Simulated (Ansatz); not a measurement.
## Electronic structure of GaHO2 in real space

```tsv
atom	x (Å)	y (Å)	z (Å)
Ga	-0.5323	-0.1823	0.2099
O	-2.1258	-0.3525	0.6150
O	1.1855	-0.1166	-0.1587
H	1.4725	0.6514	-0.6662
```

Geometry: B3LYP-D4/def2-TZVP.

These are results of RKS PBE0-D4/def2-TZVP (Ansatz 0.2.0), not measurements.

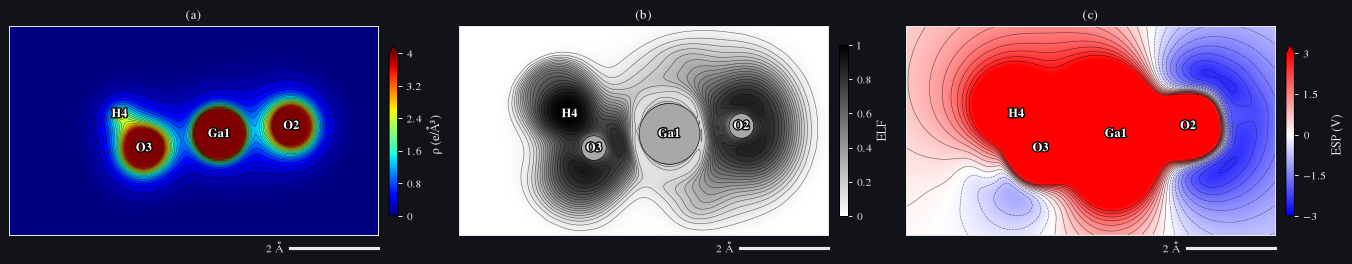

Figure 1. (a) electron density; (b) ELF; (c) electrostatic potential on the molecular plane. Grey discs cover the atomic cores in the ELF map.

What does the map show?

The plane passes through Ga, O and H nuclei. Ga–O (1.65 Å): the density is about 1.2 e/Å³ at the midpoint; the ELF peaks at about 0.75 in the valence shell of O, 0.5 Å from its nucleus, and is about 0.25 at the midpoint. O–H (0.96 Å): ρ is about 3.7 e/Å³ halfway; the ELF climbs to about 1 towards the hydrogen, as it does in any bond to H; a covalent bond by its length. Ga–O (1.76 Å): the density is about 0.99 e/Å³ at the midpoint; the ELF peaks at about 0.85 in the valence shell of O, 0.6 Å from its nucleus, and is about 0.25 at the midpoint. The ELF also peaks beside O3 and O2, away from the bonds: lone-pair regions. Outside the dense part of the molecule the potential is most negative (−2.5 V) near O2.

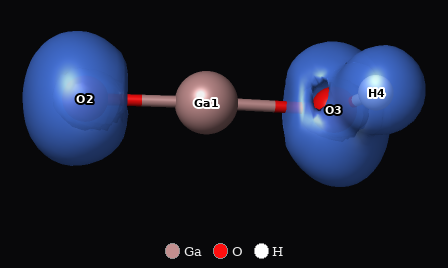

Figure 2. Isosurface of the electron localisation function at 0.75 (blue), seen from one side. Only the valence region is drawn (cores and ρ < 0.01 e/Å³ removed).

What do the ELF domains correspond to?

At this value the surface marks out one region wrapped around O (its valence shell) and one joined region spread over several atoms (H, O), in which their bonds and any lone pairs are merged.

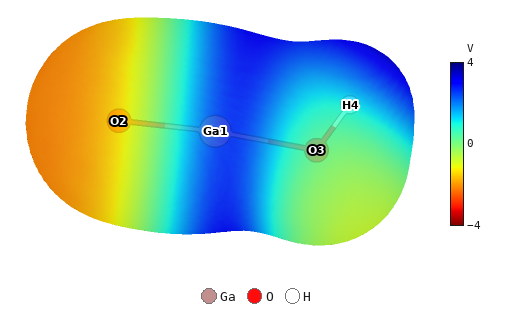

Figure 3. The electrostatic potential painted on the density surface at 0.002 e/bohr³, seen across its widest extent; red is negative and blue positive.

Describe the electrostatic potential map.

The most negative region (about −2.2 V) lies over O2, the most positive (about +3.3 V) over H4. O2 is the likeliest acceptor of a hydrogen bond.

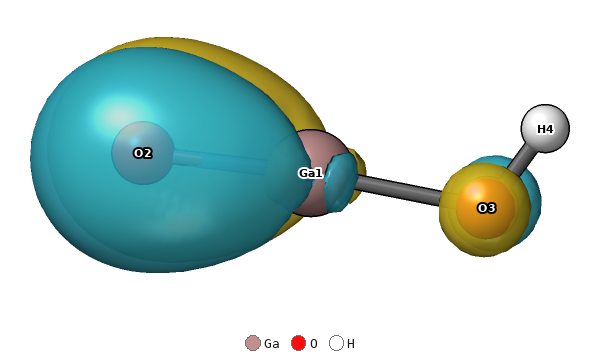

Figure 4. One frontier orbital at ±0.1 Å⁻³ᐟ² (yellow and cyan are the two phases), seen at a tilt.

Which orbital is it: HOMO or LUMO?

The HOMO, at −7.80 eV. Its weight (Hirshfeld) is mainly on O2 (about 80 %) and Ga1 (about 15 %); it changes sign across the molecular plane (π type).
